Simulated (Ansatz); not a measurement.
## Electronic structure of CH₂BrGe (SMILES [GeH]=[CH]Br) (doublet) in real space

Input

```
crystal:
  periodic: [false, false, false]
  atoms:
    - symbol: C
      position_ang: [-1.717039, 1.401450, -1.204574]
    - symbol: Br
      position_ang: [-3.417871, 0.663506, -1.088094]
    - symbol: Ge
      position_ang: [-1.079758, 2.283717, -2.811641]
    - symbol: H
      position_ang: [0.122352, 2.959061, -2.004061]
    - symbol: H
      position_ang: [-1.116192, 1.140093, -0.323063]
basis:
  gaussian:
    orbitals: def2-TZVPD
magnetization:
  spin_polarized: true
  initial_magnetization: 1
hamiltonian:
  xc: pbe0
output:
  forces: true
  orbitals: {seedname: orbitals}
```

Launched as:

```sh
ansatz run input.yaml --threads 1 --pin off --max-ram 2610MiB --events-out events.jsonl --progress --plain --runs-dir runs
```

Geometry: PBE0-D3(BJ)/def2-SVP.

The calculation used isolated molecule in a Gaussian basis; Kohn-Sham density functional theory, functional PBE0 in Ansatz 0.2.0.

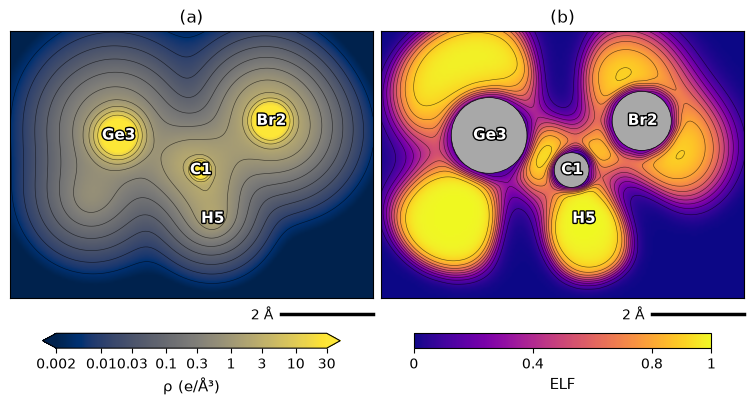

Figure 1. (a) total electron density; (b) electron localisation function on the plane of atoms Br2, C1 and Ge3. Grey discs cover the atomic cores in the ELF map.

> Read the bonding off the picture.

The section cuts through C, Br, Ge and H sites.
C–Br (1.86 Å): ρ at the midpoint is about 1.2 e/Å³; the ELF peaks at about 0.85 between the atoms; localised, covalent bonding.
C–Ge (1.94 Å): ρ at the midpoint is about 0.86 e/Å³; the ELF peaks at about 0.95 in the valence shell of C, 0.7 Å from its nucleus, and is about 0.60 at the midpoint.
C–H (1.10 Å): ρ at the midpoint is about 2 e/Å³; the ELF climbs to about 1 towards the hydrogen, as it does in any bond to H; an ordinary covalent bond to hydrogen.
The ELF also peaks beside Br2, away from the bonds: non-bonding electrons, paired or unpaired.

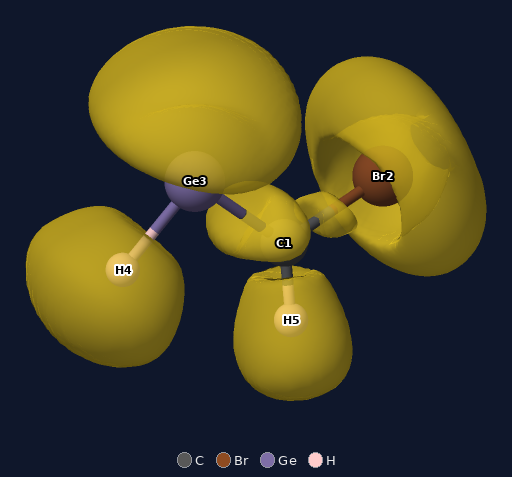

Figure 2. Isosurface of the electron localisation function at 0.75 (yellow), seen at an oblique angle. Core shells and regions of very low density are left out.

> What do the ELF domains correspond to?

The ELF exceeds this value in one region between bonded Br–C atoms (shared pairs), two regions around hydrogen nuclei, one lobe of the valence shell of C pointing towards Ge (polar bonds), one ring or bowl of non-bonding electrons around Br and one lobe on Ge, pointing away from the bonds (non-bonding electrons).

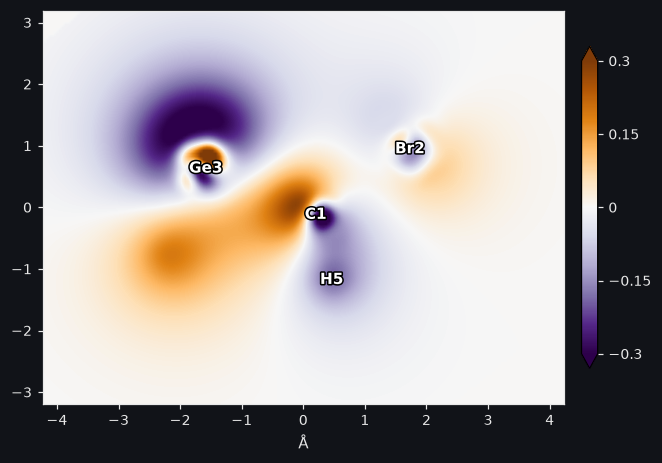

Figure 3. The HOMO−1 (α) on the plane of atoms Br2, C1 and Ge3 (values in Å⁻³ᐟ²; the overall sign is arbitrary).

> Describe this orbital and give its energy.

Its weight (Hirshfeld) is mainly on Ge3 (about 50 %), C1 (about 20 %), Br2 (about 20 %) and H4 (about 10 %). Its energy is −7.13 eV.

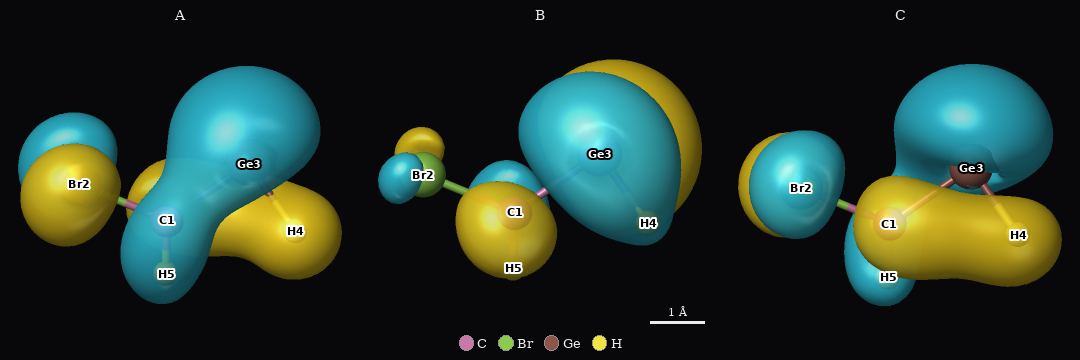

Figure 4. Three frontier orbitals at ±0.08 Å⁻³ᐟ² (yellow and cyan are the two phases), in no order.

> Which picture is the HOMO−1, the HOMO and the LUMO? All are α orbitals.

C is the HOMO−1 (α) (−7.13 eV). By Hirshfeld shares it lies mainly on Ge3 (about 50 %), C1 (about 20 %), Br2 (about 20 %) and H4 (about 10 %). A is the HOMO (α) (−6.76 eV). Its weight (Hirshfeld) is mainly on Ge3 (about 40 %), C1 (about 25 %), Br2 (about 20 %) and H4 (about 5 %). B is the LUMO (α) (−2.29 eV). By Hirshfeld shares it lies mainly on Ge3 (about 75 %) and C1 (about 15 %).

> What is the gap between the highest occupied and lowest empty α orbitals?

4.47 eV between the orbital energies.
